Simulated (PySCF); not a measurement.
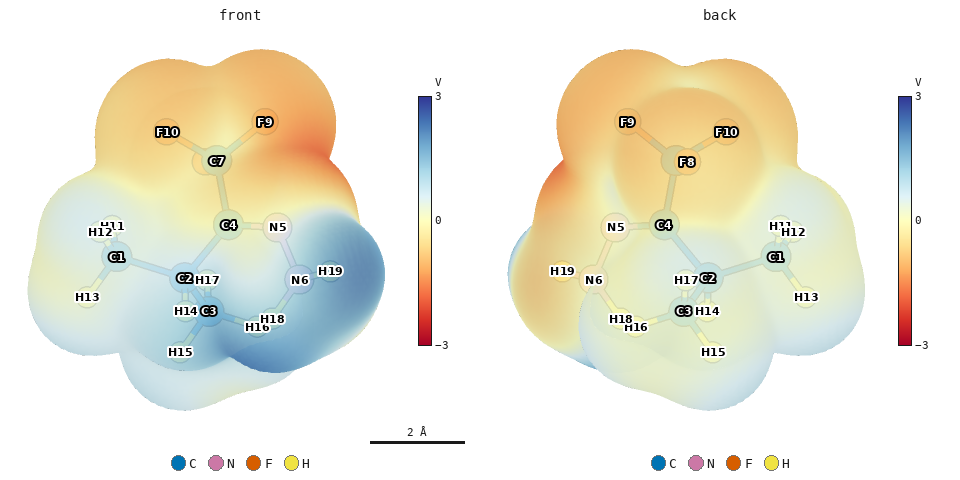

The picture shows: C$_{5}$H$_{9}$F$_{3}$N$_{2}$. The molecular electrostatic potential painted on the density surface at 0.002 e/bohr³, seen from the front and from behind; the colour scale runs from red (negative) to blue (positive).

Geometry: GFN2-xTB.

All numbers below come from PBE0/pcSseg-1, SCF density, gas phase, non-relativistic in PySCF 2.14.0.

```xyz
19

C    -1.8001    0.4292    0.4312
C    -0.5814   -0.4224    0.0827
C    -0.6754   -0.9539   -1.3536
C     0.7288    0.3113    0.2651
N     1.8526   -0.1844    0.6050
N     2.0670   -1.4710    0.8166
C     0.7854    1.7899   -0.0129
F     0.2008    2.1239   -1.1803
F     2.0352    2.2564   -0.0738
F     0.1591    2.5260    0.9297
H    -1.9115    1.2596   -0.2605
H    -1.7202    0.8256    1.4408
H    -2.6975   -0.1828    0.3715
H    -0.5673   -1.2825    0.7673
H    -1.5702   -1.5619   -1.4669
H     0.1941   -1.5610   -1.5981
H    -0.7272   -0.1267   -2.0568
H     1.2960   -2.1155    0.9661
H     2.9217   -1.6504    1.3193
```

> Describe the electrostatic potential map.

The most negative region (about −1.7 V) lies over N5 and F9, the most positive (about +2.2 V) over H18 and H19.
